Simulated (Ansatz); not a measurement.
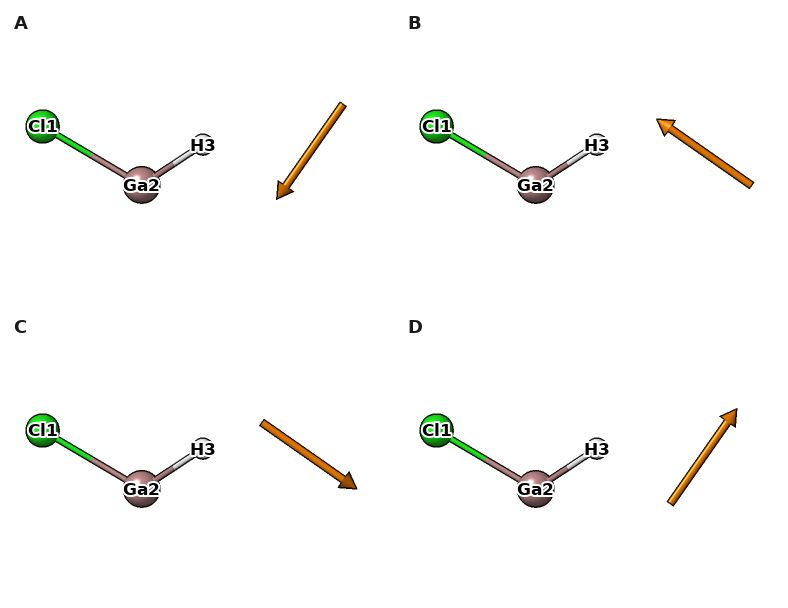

The same molecule four times, each with an arrow. The species is neutral and a spin doublet. The geometry was computed by an optimisation with PBE0-D4/def2-TZVP. No frequency run is at hand to confirm it as a minimum. Level of theory: UKS PBE0-D4/def2-TZVP (Ansatz 0.2.0).

Which arrow points along the dipole moment, from the negative to the positive end?

C. The dipole moment is 1.97 D; it points from the side of Cl1 to the side of H3 (the outermost atoms at the two ends).
